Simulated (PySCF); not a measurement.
VF (quintet)

```xyz
2

V     0.0000    0.0000   -0.4830
F     0.0000    0.0000    1.2950
```

All numbers below come from PBE0/def2-TZVPP, non-relativistic Hamiltonian with scalar-relativistic core potentials where named, at a bond length of 1.778 Å (PySCF 2.14.0).

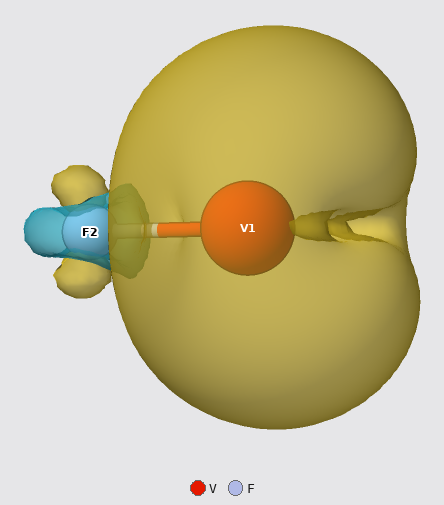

Figure 1. Isosurfaces of the spin density at +0.015 (yellow) and −0.015 e/Å³ (cyan), seen from one side.

**Describe the spin distribution.**

The unpaired spin (4 electrons) lies mostly on V1 (about 4.0), in electrons by Hirshfeld's partition.

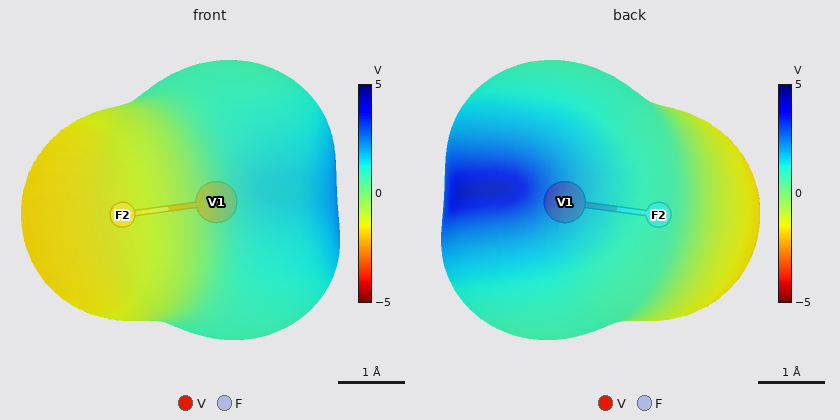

Figure 2. The molecular electrostatic potential painted on the density surface at 0.002 e/bohr³, seen from the front and from behind; the colour scale runs from red (negative) to blue (positive).

**Where is the surface potential most negative and most positive?**

The most negative region (about −1.8 V) lies over F2, the most positive (about +4.2 V) over V1.

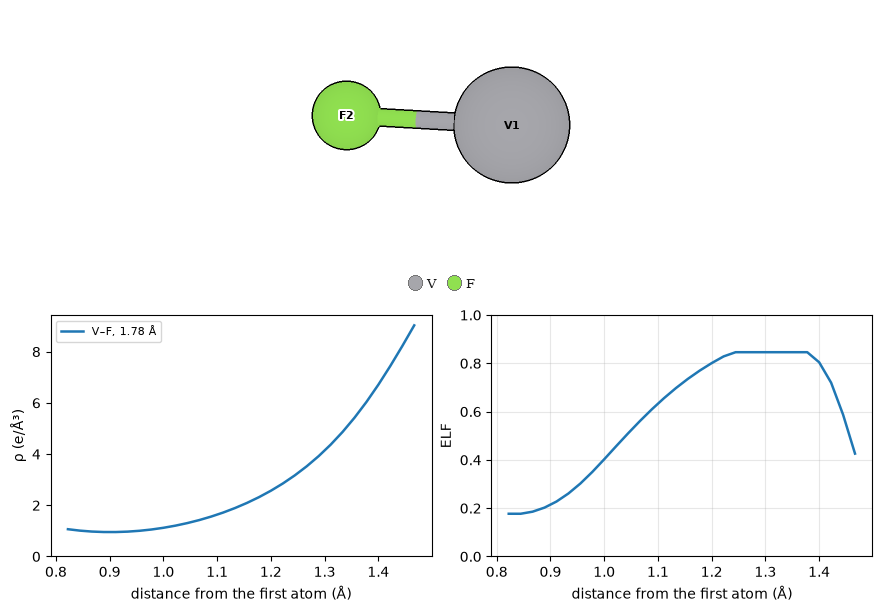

Figure 3. Electron density and ELF along straight lines between neighbouring atoms. The curves leave out the atomic cores. The structure is drawn too.

**What can be read from the curves?**

V–F (1.78 Å): the density is about 0.96 e/Å³ at the midpoint; the ELF peaks at about 0.85 in the valence shell of F, 0.5 Å from its nucleus, and is about 0.20 at the midpoint.
